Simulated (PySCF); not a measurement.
# C$_{4}$H$_{9}$FOSi: geometry relaxation

System: C$_{4}$H$_{9}$FOSi.
Method: PBE0-D3(BJ)/def2-SVP geometry optimisation, gas phase (PySCF 2.14.0).

It belongs to a series of runs on one base structure; here: constitutional isomer.

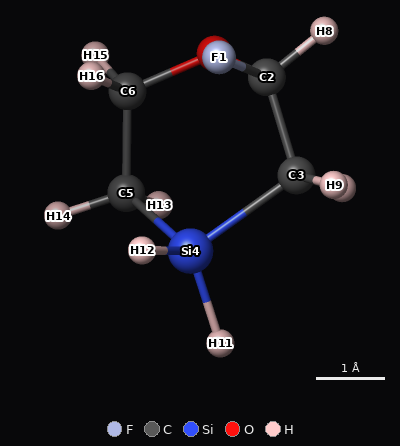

*The starting structure (ball-and-stick view, seen at a tilt; atoms are numbered from 1 in the order of the input).*

Bond lengths as drawn: C–C 1.52 to 1.53 Å, C–F 1.39 Å, C–H 1.06 to 1.10 Å, C–O 1.39 to 1.41 Å, C–Si 1.87 to 1.94 Å and H–Si 1.46 to 1.49 Å.

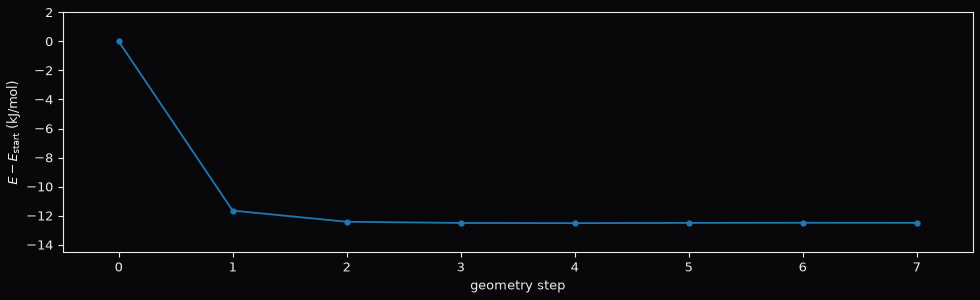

*Progress of the relaxation, step by step (steps are counted from 0).*

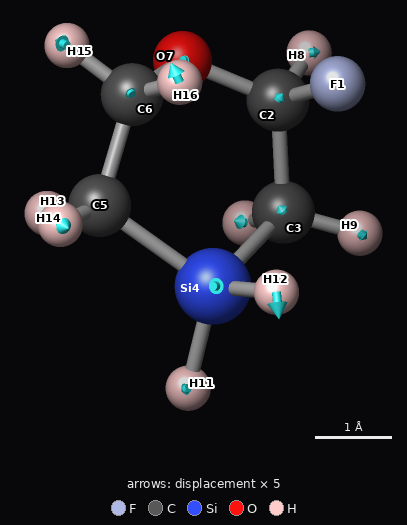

*The starting structure with the displacements as teal arrows, magnified 5 times (ball-and-stick view, seen at a tilt). The two geometries are laid on each other by the best rigid fit.*

Over 7 geometry steps the energy falls by 12.5 kJ/mol. Largest force component: 2.1 eV/Å at the start, 0.018 eV/Å at the end. The atom that moves furthest after the best rigid fit is H12 (0.074 Å). Largest moves by element: H 0.074 Å, Si 0.047 Å, C 0.025 Å, O 0.023 Å, F 0.013 Å. Among the contacts that change: C3–Si4 1.937 → 1.891 Å, C3–H9 1.058 → 1.101 Å, Si4–H12 1.455 → 1.494 Å, C5–H14 1.069 → 1.102 Å. Among the angles that change: C3–Si4–H11 108.2° → 111.1°, H11–Si4–H12 111.7° → 108.8°, C3–Si4–H12 109.4° → 111.9°. (Atoms are counted from 1 in the order of the input.)

These pictures come from the run below.

Input file
```
{"job": {"xc": "PBE0", "basis": "def2-SVP", "d3": "d3bj", "grid": 1, "shake": 0.01, "kind": "geom"}, "charge": 0, "multiplicity": 1}
F     -0.841550     0.767820    -1.863950
C     -0.955650     1.129950    -0.523890
C     -1.552670    -0.056590     0.222240
Si    -0.237680    -1.478190     0.262180
C      1.331250    -0.533590     0.619400
C      1.375080     0.721550    -0.257410
O      0.278770     1.589010    -0.079020
H     -1.604740     2.012640    -0.489000
H     -2.470040    -0.324860    -0.232290
H     -1.770760     0.280470     1.249540
H     -0.613440    -2.427120     1.343540
H     -0.195420    -2.132830    -1.036720
H      1.341710    -0.205790     1.665350
H      2.211130    -1.115580     0.444750
H      2.237280     1.331730    -0.011570
H      1.447690     0.439020    -1.302420
```

The first line tells a small driver script what to run in PySCF; the rest is the geometry in Å.

Command:
```bash
OMP_NUM_THREADS=1 python <driver script> task.json out
```

The program's output
```
step   0  E = -621.59034545  max force = 0.040772
step   1  E = -621.59478254  max force = 0.008745
step   2  E = -621.59507456  max force = 0.002151
step   3  E = -621.59510633  max force = 0.000481
step   4  E = -621.59511091  max force = 0.000710
step   5  E = -621.59510466  max force = 0.000851
step   6  E = -621.59510153  max force = 0.000723
step   7  E = -621.59510336  max force = 0.000353
optimisation converged
```

Trajectory as extended XYZ (Å, eV, eV/Å), 8 frames, from step=0 to step=7
```
16
Properties=species:S:1:pos:R:3:forces:R:3 step=0 energy=-16914.33484
F    -0.8416    0.7678   -1.8639   -0.0664   0.0461   0.2369
C    -0.9556    1.1300   -0.5239    0.3800   0.0675  -0.3534
C    -1.5527   -0.0566    0.2222    2.0966   0.3187   0.6901
Si   -0.2377   -1.4782    0.2622   -1.0323   0.8448   0.6542
C     1.3313   -0.5336    0.6194   -0.6733   0.9631  -0.0293
C     1.3751    0.7216   -0.2574   -0.2294  -0.2565   0.4085
O     0.2788    1.5890   -0.0790   -0.7199  -0.2503   0.0527
H    -1.6047    2.0126   -0.4890   -0.1780   0.1361   0.0090
H    -2.4700   -0.3249   -0.2323   -1.3254  -0.4634  -0.7014
H    -1.7708    0.2805    1.2495    0.0478  -0.1225   0.0239
H    -0.6134   -2.4271    1.3435    0.0644  -0.2156   0.0350
H    -0.1954   -2.1328   -1.0367    0.0921  -0.4364  -0.5968
H     1.3417   -0.2058    1.6654   -0.0212  -0.0988   0.2777
H     2.2111   -1.1156    0.4447    0.9747  -0.6654  -0.1434
H     2.2373    1.3317   -0.0116    0.4918   0.2325   0.0885
H     1.4477    0.4390   -1.3024    0.0986  -0.0998  -0.6522
16
Properties=species:S:1:pos:R:3:forces:R:3 step=1 energy=-16914.45558
F    -0.9349    0.9442   -1.8797    0.0165  -0.0044  -0.0276
C    -1.0370    1.3429   -0.5624    0.0029   0.0355   0.1297
C    -1.6576    0.2028    0.2303   -0.4497  -0.2688  -0.1762
Si   -0.4739   -1.2760    0.3214    0.0671   0.0629  -0.1974
C     1.1622   -0.3947    0.6416    0.2454  -0.1569   0.0165
C     1.2723    0.8420   -0.2435    0.0407   0.0944  -0.0927
O     0.1915    1.7502   -0.0926    0.0565   0.0236  -0.0749
H    -1.6724    2.2463   -0.5450    0.0277  -0.0578  -0.0059
H    -2.6353   -0.0666   -0.2259    0.3030   0.0913   0.1629
H    -1.8626    0.5613    1.2516    0.0219   0.0054   0.0174
H    -0.8304   -2.2536    1.3922   -0.0517   0.0626   0.0734
H    -0.4245   -2.0251   -0.9745   -0.0256   0.0450   0.0357
H     1.1911   -0.0926    1.7018    0.0058   0.0273   0.0308
H     2.0429   -1.0453    0.4724   -0.1828   0.0683   0.0226
H     2.1701    1.4288    0.0106   -0.0733  -0.0319  -0.0068
H     1.3616    0.5553   -1.3084   -0.0042   0.0036   0.0923
16
Properties=species:S:1:pos:R:3:forces:R:3 step=2 energy=-16914.46352
F    -0.9385    0.9388   -1.8788    0.0046  -0.0239  -0.0334
C    -1.0389    1.3361   -0.5603    0.0043   0.0441   0.0579
C    -1.6616    0.1940    0.2299   -0.1106  -0.0523  -0.0379
Si   -0.4699   -1.2702    0.3164    0.0501  -0.0166  -0.0437
C     1.1685   -0.3915    0.6412    0.0539  -0.0176   0.0369
C     1.2759    0.8448   -0.2479   -0.0125   0.0169  -0.0144
O     0.1920    1.7494   -0.0997   -0.0116  -0.0184  -0.0228
H    -1.6753    2.2366   -0.5426    0.0028   0.0026  -0.0003
H    -2.6325   -0.0747   -0.2184    0.0560   0.0291   0.0195
H    -1.8619    0.5512    1.2531    0.0231  -0.0010   0.0083
H    -0.8388   -2.2310    1.4001   -0.0116   0.0297   0.0326
H    -0.4281   -2.0203   -0.9758    0.0002   0.0079   0.0063
H     1.1967   -0.0847    1.7012   -0.0055   0.0003  -0.0050
H     2.0402   -1.0461    0.4755   -0.0351  -0.0025  -0.0135
H     2.1693    1.4349    0.0045   -0.0099   0.0027   0.0077
H     1.3660    0.5528   -1.3086    0.0020  -0.0009   0.0018
16
Properties=species:S:1:pos:R:3:forces:R:3 step=3 energy=-16914.46439
F    -0.9439    0.9326   -1.8802   -0.0026  -0.0046  -0.0148
C    -1.0429    1.3332   -0.5614    0.0109   0.0022   0.0247
C    -1.6629    0.1900    0.2299    0.0107   0.0130   0.0011
Si   -0.4649   -1.2694    0.3178    0.0001  -0.0158   0.0007
C     1.1725   -0.3891    0.6403   -0.0091   0.0227   0.0177
C     1.2748    0.8464   -0.2518   -0.0065   0.0015   0.0052
O     0.1885    1.7481   -0.1048   -0.0086  -0.0096  -0.0046
H    -1.6795    2.2334   -0.5436   -0.0022   0.0021  -0.0074
H    -2.6324   -0.0780   -0.2147   -0.0233  -0.0036  -0.0131
H    -1.8577    0.5477    1.2540    0.0109  -0.0057   0.0055
H    -0.8363   -2.2175    1.4125    0.0015   0.0126   0.0106
H    -0.4249   -2.0248   -0.9706    0.0049  -0.0057   0.0026
H     1.2005   -0.0801    1.6995    0.0005  -0.0045  -0.0042
H     2.0411   -1.0457    0.4739    0.0069  -0.0087  -0.0182
H     2.1652    1.4403    0.0007    0.0034   0.0061   0.0016
H     1.3660    0.5528   -1.3116    0.0025  -0.0019  -0.0074
16
Properties=species:S:1:pos:R:3:forces:R:3 step=4 energy=-16914.46451
F    -0.9490    0.9262   -1.8819   -0.0012  -0.0018   0.0017
C    -1.0465    1.3296   -0.5632    0.0011  -0.0039  -0.0006
C    -1.6634    0.1866    0.2310    0.0365   0.0236   0.0039
Si   -0.4612   -1.2695    0.3225   -0.0146  -0.0060   0.0101
C     1.1753   -0.3851    0.6385   -0.0205   0.0228   0.0005
C     1.2731    0.8491   -0.2561   -0.0002  -0.0054   0.0087
O     0.1845    1.7477   -0.1097   -0.0054  -0.0019   0.0014
H    -1.6843    2.2290   -0.5471   -0.0048  -0.0004  -0.0045
H    -2.6336   -0.0827   -0.2107   -0.0257  -0.0082  -0.0103
H    -1.8539    0.5455    1.2556    0.0009  -0.0043   0.0014
H    -0.8305   -2.2075    1.4267    0.0059   0.0024   0.0019
H    -0.4218   -2.0324   -0.9613    0.0037  -0.0099   0.0040
H     1.2052   -0.0746    1.6971    0.0067  -0.0052  -0.0001
H     2.0430   -1.0420    0.4691    0.0123  -0.0036  -0.0110
H     2.1618    1.4463   -0.0050    0.0029   0.0030  -0.0021
H     1.3643    0.5538   -1.3155    0.0024  -0.0013  -0.0052
16
Properties=species:S:1:pos:R:3:forces:R:3 step=5 energy=-16914.46434
F    -0.9594    0.9081   -1.8849   -0.0024   0.0057   0.0189
C    -1.0553    1.3209   -0.5680   -0.0076  -0.0190  -0.0360
C    -1.6636    0.1800    0.2351    0.0438   0.0193   0.0086
Si   -0.4533   -1.2695    0.3360   -0.0216   0.0152   0.0142
C     1.1816   -0.3748    0.6335   -0.0251   0.0090  -0.0199
C     1.2681    0.8560   -0.2669    0.0074  -0.0102   0.0046
O     0.1744    1.7482   -0.1215    0.0019   0.0132   0.0098
H    -1.6979    2.2171   -0.5576   -0.0033  -0.0036  -0.0006
H    -2.6357   -0.0953   -0.1997   -0.0115  -0.0089   0.0018
H    -1.8470    0.5436    1.2595   -0.0147   0.0001  -0.0031
H    -0.8131   -2.1879    1.4597    0.0079  -0.0109  -0.0073
H    -0.4155   -2.0514   -0.9362   -0.0015  -0.0119   0.0062
H     1.2191   -0.0611    1.6906    0.0141  -0.0040   0.0051
H     2.0488   -1.0307    0.4565    0.0115   0.0063   0.0032
H     2.1537    1.4602   -0.0209   -0.0006   0.0000  -0.0057
H     1.3581    0.5565   -1.3254    0.0017  -0.0003   0.0002
16
Properties=species:S:1:pos:R:3:forces:R:3 step=6 energy=-16914.46426
F    -0.9658    0.8960   -1.8864   -0.0011   0.0048   0.0217
C    -1.0605    1.3152   -0.5714   -0.0117  -0.0145  -0.0372
C    -1.6631    0.1767    0.2390    0.0255   0.0058   0.0068
Si   -0.4488   -1.2692    0.3455   -0.0115   0.0199   0.0092
C     1.1851   -0.3679    0.6303   -0.0156  -0.0023  -0.0202
C     1.2648    0.8602   -0.2739    0.0079  -0.0068  -0.0007
O     0.1683    1.7491   -0.1290    0.0046   0.0116   0.0071
H    -1.7065    2.2090   -0.5648   -0.0020  -0.0036   0.0015
H    -2.6362   -0.1037   -0.1913    0.0020  -0.0050   0.0069
H    -1.8444    0.5445    1.2623   -0.0154   0.0033  -0.0046
H    -0.8005   -2.1797    1.4779    0.0055  -0.0109  -0.0061
H    -0.4131   -2.0619   -0.9202   -0.0040  -0.0084   0.0060
H     1.2285   -0.0521    1.6865    0.0129  -0.0014   0.0050
H     2.0532   -1.0221    0.4494    0.0049   0.0087   0.0074
H     2.1489    1.4683   -0.0323   -0.0028  -0.0010  -0.0050
H     1.3532    0.5576   -1.3317    0.0010  -0.0002   0.0023
16
Properties=species:S:1:pos:R:3:forces:R:3 step=7 energy=-16914.46431
F    -0.9694    0.8884   -1.8864   -0.0007  -0.0002   0.0079
C    -1.0635    1.3119   -0.5734   -0.0067  -0.0048  -0.0181
C    -1.6623    0.1755    0.2424    0.0005  -0.0057   0.0053
Si   -0.4465   -1.2686    0.3513    0.0026   0.0144   0.0028
C     1.1870   -0.3639    0.6285   -0.0026  -0.0084  -0.0092
C     1.2629    0.8623   -0.2783    0.0022   0.0018  -0.0050
O     0.1651    1.7501   -0.1336    0.0021   0.0023   0.0014
H    -1.7118    2.2041   -0.5689    0.0005  -0.0013   0.0017
H    -2.6358   -0.1092   -0.1852    0.0101   0.0002   0.0065
H    -1.8443    0.5470    1.2642   -0.0092   0.0034  -0.0023
H    -0.7921   -2.1786    1.4859    0.0017  -0.0044  -0.0006
H    -0.4134   -2.0663   -0.9115   -0.0039  -0.0032   0.0046
H     1.2343   -0.0463    1.6841    0.0074   0.0005   0.0012
H     2.0564   -1.0162    0.4465   -0.0018   0.0058   0.0053
H     2.1467    1.4722   -0.0402   -0.0030   0.0002  -0.0025
H     1.3498    0.5575   -1.3355    0.0006  -0.0006   0.0011
```

Key numbers

```tsv
quantity	value
outcome	converged
total energy	−621.595103 hartree
dipole moment	1.36 D
point group	C1
hardware	1 CPU thread, shared host
wall time	2.2 min
peak memory	0.61 GiB
```
